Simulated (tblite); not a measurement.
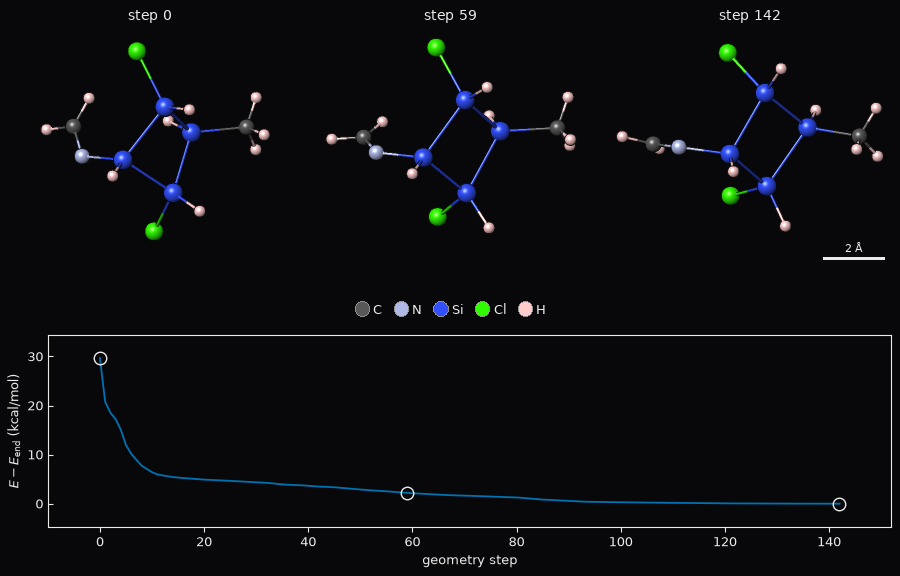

Frames of a relaxation of C₂H₉Cl₂NSi₄, marked on the history of the run. The picture is a ball-and-stick view, seen face on.

Theory: GFN2-xTB geometry optimisation, gas phase (tblite 0.8.0). 

### What happens along the run?

The largest move after the best rigid fit is that of an H atom, 1.96 Å. By element the largest moves are H 1.96 Å, Cl 1.69 Å, C 1.20 Å, N 1.06 Å, Si 0.86 Å. Near-neighbour distances that change, for instance: Si–Si 3.040 → 3.396 Å, Si–Si 2.203 → 2.386 Å, Si–Si 2.237 → 2.386 Å, N–Si 1.777 → 1.714 Å. Among the angles between lasting bonds that change: N–Si–H 114.9° → 99.0°, N–Si–Si 108.1° → 123.3°, Cl–Si–H 114.9° → 101.0°. Groups turn about N–Si by about 75°, Si–Si by about 35°. After 142 geometry steps the energy has fallen by 29.7 kcal/mol. The run took 4.4 s on 1 thread of Arm Neoverse N1, with other jobs on the host. From step 0 to 59: an H atom moves most (0.99 Å), energy −27.5 kcal/mol. From step 59 to 142: an H atom moves most (1.22 Å), energy −2.19 kcal/mol.

```
step  E − E(0), kcal/mol
   0                0.00
   1               -8.90
   2              -11.13
   3              -12.44
   4              -14.59
   5              -17.73
   6              -19.50
   7              -20.76
   8              -21.90
   9              -22.61
  10              -23.25
  17              -24.54
  24              -24.97
  31              -25.38
  38              -25.89
  45              -26.33
  52              -26.95
  59              -27.48
  66              -27.89
  73              -28.14
  79              -28.38
  86              -28.90
  93              -29.27
 100              -29.38
 107              -29.48
 114              -29.54
 121              -29.62
 128              -29.65
 135              -29.67
 142              -29.67
```
